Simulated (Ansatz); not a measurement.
# A failed many-body run on Bi2Te3 (Tellurobismuthite)

What is wrong with this input for Bi2Te3 (Tellurobismuthite)?

Program: Ansatz 0.2.0. Level of theory: G0W0 on PBE, plane waves, PAW. Results are calculated unless marked as measured.

## Step 1: The starting structure

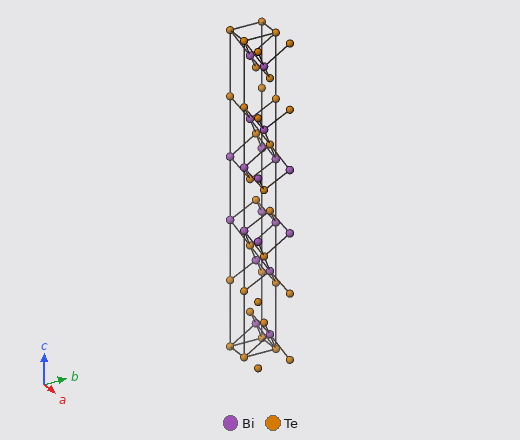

Start, viewed slightly off an axis; bismuth purple, tellurium orange. 2×1×1 cells are drawn. This picture shows the conventional cell, with its axes. Bonds to atoms that aren't drawn are left out. Some periodic images of atoms are drawn too.

The cell and positions come from the Crystallography Open Database and are kept as given unless a step says otherwise. Spin-orbit coupling is left out unless a step names it. The default PAW set here is soft_2. Its files were made with PBE.

## Step 2: First try

The input, input.yaml:

```yaml
crystal:
  lattice:
    - [2.193, 1.2661291403, 10.1656666667]
    - [-2.193, 1.2661291403, 10.1656666667]
    - [0.0, -2.5322582807, 10.1656666667]
  atoms:
    - { symbol: Bi, position: [0.4, 0.4, 0.4] }
    - { symbol: Bi, position: [0.6, 0.6, 0.6] }
    - { symbol: Te, position: [0.0, 0.0, 0.0] }
    - { symbol: Te, position: [0.2095, 0.2095, 0.2095] }
    - { symbol: Te, position: [0.7905, 0.7905, 0.7905] }
kpoints:
  mp_grid: { grid: [4, 4, 4] }
hamiltonian:
  xc: pbe
scf:
  occupations: { method: fixed }
gw:
  n_empty_bands: 4
  ecut_chi: 40
  qp_bands: [v2, c2]
  qp_kpoints: band_edges
  screening: { model: contour_deformation }
```

Run with:

```console
$ ansatz run input.yaml --threads 3 --pin off --max-ram 92160MiB --backend cuda --events-out ev --progress --plain --runs-dir out --devices 1 --max-vram 13GiB
```

Numbers of over 12 decimals in the logs are rounded to 6 here.

The log of the run:

```text
GPUs: using 1 of 1 available (devices: 1).
Engine: ansatz 0.2.0, x86_64-unknown-linux-gnu
Pseudopotentials: kind: paw
Pseudopotential: Bi, paw, valence charge 15, recommended cutoff 420 eV (normal), Bi.paw.azcp
Pseudopotential: Te, paw, valence charge 16, recommended cutoff 420 eV (normal), Te.paw.azcp
Functional definition: PBE
  parameter kappa = 0.804
  parameter beta = 0.066725
  exchange = pbe_x(kappa = kappa, mu = beta*pi^2/3)
  correlation = pbe_c(beta = beta)
device memory: the entry about to start is reckoned to put 4.8 GiB on a device that reports 65.7 GiB free (of which the cap on the GPU budget leaves the run 13.0 GiB)
GPU FFT provider: cuFFT
GPU libraries: cuBLAS 13.8.2, cuFFT 12.4.0, cuSOLVER 12.3.4
Crystal: 5 atoms, lattice volume = 169.357 Å³
Basis set: ecut = 420 eV, 3345 PW (Γ)
Bands: 47, of which v1, the nominal top of the filled ones, is band 39 counted from 1 (38 counted from 0)
Symmetry: 12 space group operations
Space group: R-3m (ITA 166), of the structure as read, at distance tolerance 5.5e-5 Å
k-points: 13 of 64
Non-local potential: Bi, projectors of the file, l = 0: 2, l = 1: 2, l = 2: 2, l = 3: 2
Non-local potential: Te, projectors of the file, l = 0: 2, l = 1: 2, l = 2: 2, l = 3: 2
PAW form: soft (Blöchl's): semilocal exchange-correlation on the pseudo side does not see the compensation charge
PAW one-centre angular grid: Bi, 590 points (default); XC on 64 Gauss nodes
PAW one-centre angular grid: Te, 590 points (default); XC on 64 Gauss nodes
Initial density: superposition of atomic densities (neutral atoms: chi_scale 0, normalization atom), corrected by the library's trained network
Initial wavefunctions: pseudopotential atomic-orbital guess
GPU buffer pool allocated for 373248 grid points (all kernels)
GPU transforms: local potential and band sums: pruned to the plane-wave sphere, on 72×72×72
Functional: x = pbe(κ = 0.804, μ = 0.219515), c = pbe(β = 0.066725)
SCF iter   1: F=—  HF=-45734.113925 eV  |F-HF|=—  |Δ(HF+E_count)|=         —  Δρ=1.01e-3  dr2=2.67e-3  ethr=1.77e-3  ⟨swp⟩=5.2  Hψ=2030  notcnv=0  defer=71
preconditioner: auto → Resta (q_TF=auto, 2.398 Å⁻¹)  ε∞=4.2  [insulator: Δε(μ)=0.295 eV  Ē_g=8.431 eV  n_scr=42 (ndim 8)  ℏωp=15.1 eV  f_vac=0.015  ε∞_Penn≈4.2]
SCF iter   2: F=—  HF=-45734.110771 eV  |F-HF|=—  |Δ(HF+E_count)|=   3.15e-3  Δρ=5.24e-4  dr2=5.06e-4  ethr=3.43e-6  ⟨swp⟩=2.9  Hψ=1308  notcnv=0  defer=76
SCF iter   3: F=—  HF=-45734.110949 eV  |F-HF|=—  |Δ(HF+E_count)|=   1.78e-4  Δρ=2.10e-4  dr2=7.17e-5  ethr=6.48e-7  ⟨swp⟩=2.0  Hψ=920  notcnv=0  defer=75
SCF iter   4: F=—  HF=-45734.111007 eV  |F-HF|=—  |Δ(HF+E_count)|=   5.82e-5  Δρ=7.22e-5  dr2=1.24e-5  ethr=9.20e-8  ⟨swp⟩=2.0  Hψ=769  notcnv=0  defer=62
SCF iter   5: F=—  HF=-45734.111013 eV  |F-HF|=—  |Δ(HF+E_count)|=   6.42e-6  Δρ=3.33e-5  dr2=8.34e-6  ethr=1.59e-8  ⟨swp⟩=2.0  Hψ=769  notcnv=0  defer=70
SCF iter   6: F=—  HF=-45734.111013 eV  |F-HF|=—  |Δ(HF+E_count)|=   2.07e-7  Δρ=9.86e-6  dr2=1.72e-7  ethr=1.07e-8  ⟨swp⟩=2.0  Hψ=644  notcnv=0  defer=71
SCF iter   7: F=-45734.111013 eV  HF=-45734.111013 eV  |F-HF|=1.02e-10  |Δ(HF+E_count)|=   2.63e-7  Δρ=2.79e-6  dr2=1.35e-8  ethr=1.28e-10  ⟨swp⟩=11.3  Hψ=2739  notcnv=0
SCF 1 converged in 7 iterations: F = -45734.111013 eV  dr2 = 1.35e-8
[...]
device memory: the entry about to start is reckoned to put 5.8 GiB (of the 5.9 GiB reckoned in all, the device holds 0.1 GiB already) on a device that reports 65.5 GiB free (of which the cap on the GPU budget leaves the run 13.0 GiB)
NSCF: frozen V_eff on 13 k-points
[...]
device memory: the entry about to start is reckoned to put 3.8 GiB on a device that reports 65.3 GiB free (of which the cap on the GPU budget leaves the run 13.0 GiB)
NSCF: frozen V_eff on 13 k-points
G₀W₀ screening: q 1/13
[... further progress lines ...]
[...]
NSCF: frozen V_eff on 1 k-points
device memory: the entry about to start is reckoned to put 1.4 GiB on a device that reports 66.1 GiB free (of which the cap on the GPU budget leaves the run 13.0 GiB)
NSCF: frozen V_eff on 1 k-points
SCF converged after 7 iterations
Free energy (F): -45734.111013 eV
Harris-Foulkes:  -45734.111013 eV  (|F-HF|=1.02e-10)
Internal energy: -45734.111013 eV  (E = F + TS)
E sigma→0 (E₀):  -45734.111013 eV
Fermi energy:    9.314846 eV
--- Per-component energies (eV) ---
  E_band       = -991.294221
  E_kinetic    = 1144.303925
  E_local      = -6864.172671  (includes V_loc(G=0)·N_el)
  E_nonlocal   = 191.572954
  E_hartree    = 3425.134528
  E_xc         = -676.467751
  E_vxc        = -601.883998  (∫ρ·V_xc dr)
  E_paw        = -35312.456866  (= ΣΔE_a)
  E_vpaw       = -1711.382687  (= ΣTr[D̂ρ^β])
  E_aug_tail   = -0.001460  (compensation charges beyond the density's cutoff)
  E_ewald      = -7642.023672
  E_smearing   = -0.000000  (= −TS)
  E_closure    = 0.000000  (closes the sum)
  Σ components = -45734.111013   (vs F -45734.111013, Δ=0.00e0)
--- Band table (eV; the first three rows and the last of 13) ---
  k-point 0: bands = [... 35 lower, 7.6072, 8.4498, 8.4498, 9.3148, 9.6120, 9.9675, 9.9675, 11.2870, ... 4 higher]
  k-point 1: bands = [... 35 lower, 7.2935, 8.3348, 8.4376, 8.7001, 10.3347, 10.7445, 10.7789, 11.8306, ... 4 higher]
  k-point 2: bands = [... 35 lower, 6.4065, 6.9024, 8.4003, 8.8063, 9.8946, 10.3731, 12.0634, 12.1010, ... 4 higher]
  k-point 12: bands = [... 35 lower, 7.9025, 8.1598, 8.1598, 8.8749, 10.1603, 10.4495, 10.4495, 10.9607, ... 4 higher]
--- G₀W₀: contour deformation, 7 samples at zero and on the imaginary axis and 1 off it, 64 q-points, 4 empty bands' worth ---
  eigenvalues of the whole cell's RPA ε∞ on this k-mesh (on a slab, of 1 + 4πα/V) = 48.0756, 48.0756, 51.5001; static W/v taken at q = 0 is 0.021447
  bands read: the sum over 43 bands ends inside a degenerate multiplet in 1 slot, whose members it reads at an even weight; the widest, k=12: bands 43 to 44 (counted from 1) at 1/2 each
  gw.qp_kpoints: band_edges: 8 of 13 stored k-points solved, in 1 pass; an edge of the gap read off the rows below is read off those points alone
    valence top: of the k-points left out ik 1 came nearest to being solved in a further pass, in band 39 (counted from 1, as in the quasiparticle table): it holds the edge there only if its correction is more favourable than any solved in that band by at least 0.552 eV; those differ by 0.392 eV
    conduction bottom: of the k-points left out ik 1 came nearest to being solved in a further pass, in band 40 (counted from 1, as in the quasiparticle table): it holds the edge there only if its correction is more favourable than any solved in that band by at least 0.585 eV; those differ by 0.147 eV
    ik  band        ε_KS         Σx   Σc(E_QP)       V_xc       Z   E_QP_lin       E_QP  E_QP is
     0    38      8.4498   -15.3293     2.3488   -13.8783  0.7499     9.3274     9.3476  root
     0    39      9.3148   -14.6093     1.5302   -14.3399  0.7703    10.5626    10.5757  root
     0    40      9.6120   -10.0424    -1.1641   -12.8399  0.7975    11.2921    11.2454  root
     0    41      9.9675   -10.0316    -1.2999   -12.8830  0.7864    11.5703    11.5189  root
     2    38      8.4003   -15.2981     2.2950   -13.8473  0.7475     9.2261     9.2444  root
     2    39      8.8063   -14.7723     1.8260   -14.0409  0.7613     9.8804     9.9008  root
     2    40      9.8946    -9.8159    -1.3626   -12.7273  0.7932    11.4973    11.4433  root
     2    41     10.3731    -9.9764    -1.4133   -12.9172  0.7822    11.9671    11.9006  root
     5    38      7.5378   -14.3934     2.3946   -12.8380  0.7289     8.3682     8.3770  root
     5    39      8.8376   -15.2386     1.9718   -14.2995  0.7623     9.8519     9.8703  root
     5    40     10.4650   -10.2117    -1.5247   -13.3286  0.7816    12.1343    12.0573  root
     5    41     11.6061   -10.7247    -1.6287   -14.2691  0.7643    13.5253    13.5217  root
     6    38      7.7669   -15.1143     2.5998   -13.2243  0.7056     8.4523     8.4768  root
     6    39      8.3572   -14.8921     2.0909   -13.7322  0.7502     9.2676     9.2882  root
[...]
11    41     10.4927    -9.8909    -1.4062   -12.8803  0.7874    12.1537    12.0759  root
    12    38      8.1598   -15.2913     2.4853   -13.6238  0.7325     8.9541     8.9776  root
    12    39      8.8749   -14.5522     1.8286   -14.0205  0.7661    10.1430    10.1718  root
    12    40     10.1603   -10.2181    -1.5205   -13.2340  0.7663    11.6913    11.6557  root
    12    41     10.4495   -10.2434    -1.3857   -13.3376  0.7749    12.2116    12.1581  root
```

Run time: 12 s. Hardware: 1 × NVIDIA H100 80GB HBM3 (shared by 6 runs) with 3 threads of AMD EPYC 7R13 (Zen 3), shared host; peak memory 1.1 GiB; 14 s of CPU time.

**Diagnosis.**

The run ended normally, though the input holds a fault or crude settings.

The fault: four empty bands in G0W0. The sums over empty states are cut off almost at the gap, so screening and correlation are far from complete.

It printed a gap of 0.67 eV, which is an artefact of the settings.

## Step 3: A better input

G0W0 replaces the xc potential by the self-energy, built once from these orbitals. Only a window of levels is corrected, while the sums run over the empty bands that the input names.

Changes to input.yaml since step 2:

```diff
@@ -18,4 +18,4 @@
 gw:
-  n_empty_bands: 4
-  ecut_chi: 40
+  n_empty_bands: 505
+  ecut_chi: 120
   qp_bands: [v2, c2]
```

The log of the run:

```text
GPUs: using 1 of 1 available (devices: 1).
[...]
GPU FFT provider: cuFFT
GPU libraries: cuBLAS 13.8.2, cuFFT 12.4.0, cuSOLVER 12.3.4
Crystal: 5 atoms, lattice volume = 169.357 Å³
Basis set: ecut = 420 eV, 3345 PW (Γ)
Bands: 47, of which v1, the nominal top of the filled ones, is band 39 counted from 1 (38 counted from 0)
[... 1 set-up line as in the run before ...]
[...]
k-points: 13 of 64
[...]
GPU buffer pool allocated for 373248 grid points (all kernels)
[...]
SCF iter   1: F=—  HF=-45734.113925 eV  |F-HF|=—  |Δ(HF+E_count)|=         —  Δρ=1.01e-3  dr2=2.67e-3  ethr=1.77e-3  ⟨swp⟩=5.2  Hψ=2030  notcnv=0  defer=71
[...]
SCF iter   7: F=-45734.111013 eV  HF=-45734.111013 eV  |F-HF|=1.02e-10  |Δ(HF+E_count)|=   2.63e-7  Δρ=2.79e-6  dr2=1.35e-8  ethr=1.28e-10  ⟨swp⟩=11.3  Hψ=2739  notcnv=0
SCF 1 converged in 7 iterations: F = -45734.111013 eV  dr2 = 1.35e-8
[...]
0    40      9.6120   -10.0424    -2.9030   -12.8399  0.7704     9.5066     9.5065  root
     0    41      9.9675   -10.0316    -2.9732   -12.8830  0.7590     9.8458     9.8456  root
     2    38      8.4003   -15.2981     1.0594   -13.8473  0.7384     8.0006     8.0089  root
     2    39      8.8063   -14.7723     0.4060   -14.0409  0.7497     8.4731     8.4808  root
     2    40      9.8946    -9.8159    -3.0166   -12.7273  0.7687     9.7894     9.7894  root
     2    41     10.3731    -9.9764    -3.0523   -12.9172  0.7571    10.2618    10.2615  root
     5    38      7.5378   -14.3934     1.2032   -12.8380  0.7317     7.1769     7.1856  root
[...]
11    41     10.4927    -9.8909    -3.0939   -12.8803  0.7606    10.3883    10.3881  root
    12    38      8.1598   -15.2913     1.2883   -13.6238  0.7282     7.7710     7.7806  root
    12    39      8.8749   -14.5522     0.2486   -14.0205  0.7482     8.5970     8.5918  root ?
    12    40     10.1603   -10.2181    -3.1342   -13.2340  0.7497    10.0422    10.0419  root
    12    41     10.4495   -10.2434    -3.2048   -13.3376  0.7445    10.3389    10.3390  root
[key lines of the parts left out:]
SCF converged after 7 iterations
Free energy (F): -45734.111013 eV
Fermi energy:    9.314846 eV
```

Run time: 91 s. Hardware: 1 × NVIDIA H100 80GB HBM3 (shared by 6 runs) with 3 threads; peak memory 2.1 GiB.

This step gave:

```yaml
bands_summed: 544
rpa_eps_infinity_on_this_mesh_eigenvalues: 47.41, 47.41, 54.44
plane_waves_in_the_screening_matrix: 505
q_points_in_the_mesh: 64
g0w0_gap_on_the_mesh: 0.4889 eV
k_of_the_valence_top: 0, 0, 0
k_of_the_conduction_bottom: 0, 0, 0
starting_gap_on_the_mesh: 0.2971 eV
z_at_the_valence_top: 0.7526
z_at_the_conduction_bottom: 0.7704
least_direct_g0w0_gap_on_the_computed_points: 0.4889 eV
```

The gap on the mesh goes from 0.30 eV to 0.49 eV, a correction of +0.19 eV. The program marks an edge row as in doubt. Between the two edge states, bare exchange in place of the xc potential would open the gap by 3.07 eV, and correlation takes back 2.88 eV.

## Step 4: Outcome

```json
{"first try": "converged after 12 s", "better run": "G0W0 gap on the mesh 0.49 eV (4×4×4 mesh, 505 empty bands, screening to 120 eV)"}
```

**Reading.** The second run differs in: empty bands and screening cutoff (eV). Bands and cutoff are finite, so the gap is not at the basis limit. The miss can reach some tenths of an eV and take either sign; the mesh is an error of its own. Where an edge is built on 6p states of lead, bismuth or thallium, scalar-relativistic gaps usually stand too wide, by a few tenths to over one eV. With atoms this heavy and so narrow a gap, spin-orbit coupling can invert the bands. These scalar-relativistic gaps are then model values, not to be set against experiment, and a spin-orbit change taken from DFT can't simply be added. The RPA ε∞ on this mesh reaches over 25; with a narrow direct gap a coarse mesh can overstate it, and the correction is then too small. The program marks a band-edge row as in doubt, so the gap is less sure than its digits.

[Paths, hosts, dates, memory and timing lines, banners, echoed tables and standing remarks are left out of the program output.]

[Logs are printed without paths, hosts, clocks, repeated set-up lines and the standing remarks that a program may print on its own settings, such as how far it seeks lower states.]

[Runs of the session that timed out or met a known fault of the program may be left out.]

[Cells called generated may have been cut or substituted from an entry of the Crystallography Open Database or the Materials Project.]

[Hosts, paths, dates, database ids (printed as entryN), source tags and the programs' standing remarks are cut or masked in the printed files.]
